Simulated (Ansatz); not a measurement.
Consider Cl2Si.

```xyz
3

Cl    0.3170    1.7972    0.3651
Si   -0.7107    0.0301   -0.4382
Cl    0.3874   -1.8009    0.0494
```

Geometry: a frame of the PBE0-D4/def2-SVP trajectory; not at a stationary point (largest force 1.6 eV/Å).

These are results of RKS PBE0-D4/def2-TZVPP in Ansatz 0.2.0, not measurements.

Q: What can the converged electron density and electron localisation function tell about the bonding?

A: Si–Cl (2.19 Å): ρ is about 0.71 e/Å³ halfway, with its minimum of 0.56 e/Å³ about 0.8 Å from Si; the ELF peaks at about 0.85 between the atoms; a polar covalent bond.

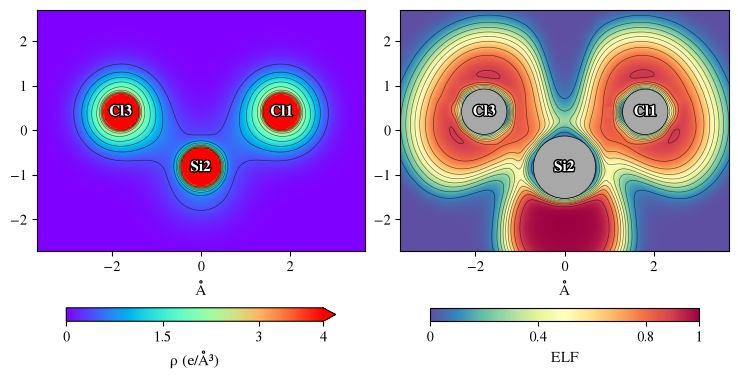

Computed electron density and electron localisation function on the molecular plane, in this order. Grey discs cover the atomic cores in the ELF map. 
